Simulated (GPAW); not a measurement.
Consider SnO2 (Cassiterite, P4_2/mnm).

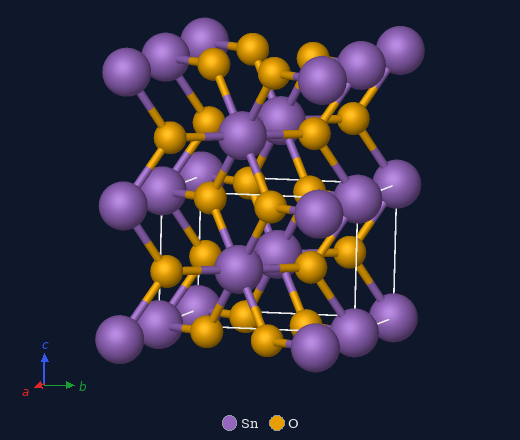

The structure (tin purple, oxygen orange). 2×1×2 cells are drawn. Some periodic images of atoms are drawn too.

```xyz
6
Lattice="4.7380 0.0000 0.0000 0.0000 4.7380 0.0000 0.0000 0.0000 3.1865" Properties=species:S:1:pos:R:3 pbc="T T T"
Sn    2.3690    2.3690    1.5933
Sn    0.0000    0.0000    0.0000
O     3.8240    0.9140    1.5933
O     3.2830    3.2830    0.0000
O     0.9140    3.8240    1.5933
O     1.4550    1.4550    0.0000
```

Absorber: atom 3, with 3 Sn at 2.05 Å (distorted trigonal planar, site symmetry m2m). Method: GPAW, PBE, full core hole (charged cell), 12-atom cell with 5.7 Å between holes, 5×5×5 k points, dipole transitions, Gaussian full width 0.9 eV up to 4 eV, rising linearly to 3.5 eV at 25 eV.

Q: Where do the maxima of the O K edge fall?

Main maxima up to 24 eV above the zero (height): 4.2 eV (2.28) and 9.6 eV (2.75). A K edge sees empty p states on the absorber. The total-energy difference plus the lowest empty eigenvalue puts the zero at 537.43 eV. One term is added: -8.91 eV, since the hole is spin-paired here and a spin-polarised one costs that much less in the free atom (computed apart). The photon energy is then 528.52 eV. The functional and the charged cell's background leave an error of a few eV in such absolute values.

The O K spectrum (energy from the lowest empty level; intensity scaled to a mean of 1 over the first 20 eV; polarised curves are means over the symmetry-equivalent atoms):

| E (eV) | isotropic | ε ⊥ c | ε ∥ c |
| --- | --- | --- | --- |
| -2.0 | 0.00 | 0.00 | 0.00 |
| -0.5 | 0.00 | 0.00 | 0.00 |
| 1.0 | 0.06 | 0.06 | 0.07 |
| 2.5 | 0.64 | 0.56 | 0.79 |
| 4.0 | 2.21 | 1.47 | 3.69 |
| 5.5 | 0.90 | 0.73 | 1.22 |
| 7.0 | 1.18 | 1.03 | 1.47 |
| 8.5 | 1.86 | 1.73 | 2.11 |
| 10.0 | 2.59 | 3.05 | 1.66 |
| 11.5 | 1.43 | 1.67 | 0.93 |
| 13.0 | 0.45 | 0.45 | 0.43 |
| 14.5 | 0.30 | 0.34 | 0.22 |
| 16.0 | 0.36 | 0.36 | 0.34 |
| 17.5 | 0.55 | 0.57 | 0.52 |
| 19.0 | 0.67 | 0.74 | 0.55 |
| 20.5 | 0.66 | 0.70 | 0.57 |
| 22.0 | 0.72 | 0.75 | 0.67 |
| 23.5 | 0.85 | 0.80 | 0.95 |
| 25.0 | 0.99 | 0.80 | 1.36 |
| 26.5 | 1.09 | 0.87 | 1.53 |
| 28.0 | 1.02 | 0.89 | 1.27 |
| 29.5 | 1.02 | 0.99 | 1.08 |
| 31.0 | 1.29 | 1.30 | 1.28 |

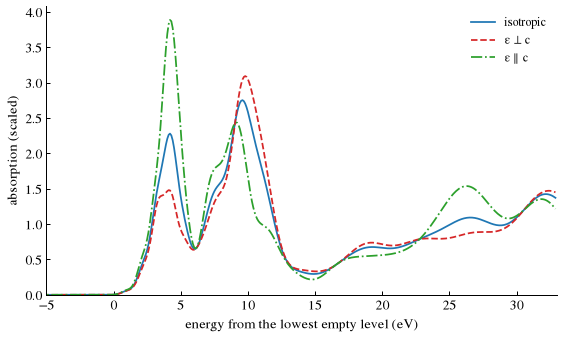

The O K edge.

The holes are only 5.7 Å apart, so the shape is probably not converged with cell size; no larger cell was run here. The mesh is coarse (0.27 Å⁻¹ between points), so small maxima may be mesh ripples. The structure is a published determination, not relaxed.

[Banner, clock and machine lines of the logs are left out without a mark of their own.]

[Logs are printed without paths, hosts, clocks, repeated set-up lines and the standing remarks that a program may print on its own settings, such as how far it seeks lower states.]

[Hosts, paths, dates, database ids (printed as entryN), source tags and the programs' standing remarks are cut or masked in the printed files.]

[Lists of maxima count a maximum above −3 eV only where it reaches 4 % of the highest in the window and stands out from its surroundings by 2 % of it (1.5 % where it reaches 55 %); shoulders and weaker maxima are passed over, and of the rest the first, up to two pre-edge ones and the few strongest are named.]
